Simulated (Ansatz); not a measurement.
**CHClGeNO (SMILES O=C=[N][GeH][Cl]) at UPBE/def2-SVP**

What is the energy change on altering one bond length of CHClGeNO at UPBE/def2-SVP? 

The results are computed with Ansatz 0.2.0.

123 further runs of the same task are left out: 123 set aside as unsound or not needed.

## Step 1: The molecule

The species is CHClGeNO (6 atoms), meant as a doublet with charge 0. As SMILES, `O=C=[N][GeH][Cl]`. Geometry: relaxed at PBE0-D4/def2-TZVP. This is one conformer, not always the lowest.

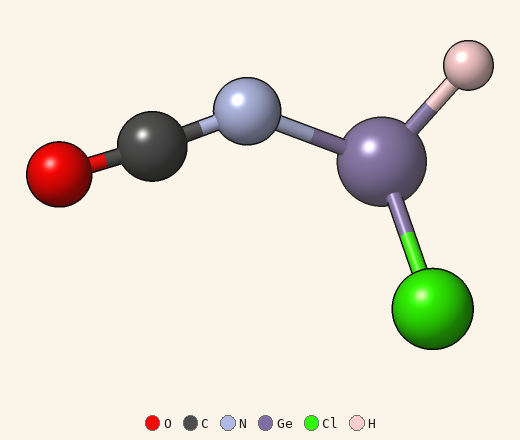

The structure, seen from a chosen angle (oxygen red, carbon dark grey, nitrogen light blue, germanium purple, chlorine green, hydrogen pink).

## Step 2: The energy at UPBE/def2-SVP

Input file job.yaml:

```yaml
crystal:
  periodic: [false, false, false]
  atoms:
    - {symbol: O, position_ang: [0.024100, -1.617100, -2.245100]}
    - {symbol: C, position_ang: [-0.242900, -1.020000, -1.284700]}
    - {symbol: "N", position_ang: [-0.575200, -0.454300, -0.273000]}
    - {symbol: Ge, position_ang: [-0.153300, 1.067300, 0.651100]}
    - {symbol: Cl, position_ang: [1.946900, 0.976200, 1.132800]}
    - {symbol: H, position_ang: [-0.957700, 0.983900, 1.972700]}
basis:
  gaussian:
    orbitals: def2-SVP
magnetization:
  spin_polarized: true
  initial_magnetization: 1
hamiltonian:
  xc: pbe
accuracy: high
output: {orbitals: {seedname: orbitals}}
```

Command:

```
ansatz run job.yaml --threads 1 --pin off --max-ram 3480MiB --events-out events.jsonl --progress --plain --runs-dir runs
```

Output:

```text
Warning: RAYON_NUM_THREADS=1 ignored (pool sized by the plan → 1); use --threads N
Functional definition: PBE
  name "PBE"
  parameter kappa = 0.804
  parameter beta = 0.06672455060314922
  exchange = pbe_x(kappa = kappa, mu = beta*pi^2/3)
  correlation = pbe_c(beta = beta)
1963 factors; integrals over basis functions are off by at most 4.4e-9 eV
mean field evaluation 1: about -73591.7993 eV, gradient 4.3e1 eV
mean field evaluation 2: about -73548.3979 eV, gradient 9.8e1 eV
mean field evaluation 4: about -73597.8386 eV, gradient 1.5e1 eV
mean field evaluation 8: about -73598.8313 eV, gradient 3.3e-1 eV
mean field evaluation 16: about -73598.8300 eV, gradient 2.8e-4 eV
mean field -73598.83001826 eV, -2704.7071160923 hartree, gradient 1.1e-8 eV, S^2 0.751502; 0 other end points of the search recorded, 0 dependent functions left out
reference -73598.83002089 eV, -2704.7071161891 hartree; 36, 35 occupied and 61, 62 virtual orbitals, 1963 factors
Total energy: -73598.83002089 eV, -2704.7071161891 hartree
```

Wall time 12 s (1 thread of Arm Neoverse V1, shared host); peak memory 0.29 GiB.

## Step 3: The distorted shape at the same level

Input file job.yaml:

```yaml
basis:
  gaussian: {orbitals: def2-SVP}
crystal:
  periodic: [false, false, false]
  atoms:
    - symbol: O
      position_ang: [-1.026013, -1.571549, -2.485953]
    - symbol: C
      position_ang: [-1.293013, -0.974449, -1.525553]
    - symbol: "N"
      position_ang: [-1.625313, -0.408749, -0.513853]
    - symbol: Ge
      position_ang: [-1.203413, 1.112851, 0.410247]
    - symbol: Cl
      position_ang: [1.946900, 0.976200, 1.132800]
    - symbol: H
      position_ang: [-2.007813, 1.029451, 1.731847]
magnetization: {spin_polarized: true, initial_magnetization: 1}
hamiltonian: {xc: {name: PBE}}
accuracy: high
output: {orbitals: {seedname: orbitals}}
```

Command:

```
ansatz run job.yaml --threads 1 --pin off --max-ram 3480MiB --events-out events.jsonl --progress --plain --runs-dir runs
```

Output:

```text
Warning: RAYON_NUM_THREADS=1 ignored (pool sized by the plan → 1); use --threads N
Functional definition: PBE
  name "PBE"
  parameter kappa = 0.804
  parameter beta = 0.06672455060314922
  exchange = pbe_x(kappa = kappa, mu = beta*pi^2/3)
  correlation = pbe_c(beta = beta)
1912 factors; integrals over basis functions are off by at most 4.6e-9 eV
mean field evaluation 1: about -73587.9465 eV, gradient 4.5e1 eV
mean field evaluation 2: about -73509.6856 eV, gradient 1.1e2 eV
mean field evaluation 4: about -73587.6586 eV, gradient 3.3e1 eV
mean field evaluation 8: about -73596.8029 eV, gradient 3.9e0 eV
mean field evaluation 16: about -73596.9492 eV, gradient 1.1e-2 eV
mean field evaluation 32: about -73596.9492 eV, gradient 1.5e-7 eV
mean field evaluation 64: about -73596.9195 eV, gradient 3.4e-1 eV
mean field -73596.94924938 eV, -2704.6379991108 hartree, gradient 2.6e-8 eV, S^2 0.757696; 8 other end points of the search recorded, 0 dependent functions left out
reference -73596.94925212 eV, -2704.6379992114 hartree; 36, 35 occupied and 61, 62 virtual orbitals, 1912 factors
Total energy: -73596.94925212 eV, -2704.6379992114 hartree
```

Run time: 20 s. Hardware: 1 thread of Arm Neoverse V1, shared host; peak memory 0.29 GiB.

## Step 4: What came out

At UPBE/def2-SVP:

| quantity | value |
| --- | --- |
| first shape: total energy | -2704.70712 Eh |
| first shape: HOMO energy (highest over α and β) | -5.66 eV |
| first shape: LUMO energy (lowest over α and β) | -4.57 eV |
| first shape: ⟨S²⟩ | 0.752 |
| distorted shape: total energy | -2704.63800 Eh |
| distorted shape: HOMO energy (highest over α and β) | -6.11 eV |
| distorted shape: LUMO energy (lowest over α and β) | -5.79 eV |
| distorted shape: ⟨S²⟩ | 0.758 |
| energy change with the Ge4–Cl5 bond stretched from 2.157 to 3.235 Å | 1.881 eV |

In words: With the Ge4–Cl5 bond stretched from 2.157 to 3.235 Å the energy rises by 1.88 eV (181 kJ/mol). The first shape isn't relaxed at this level, so the change isn't measured from a minimum.
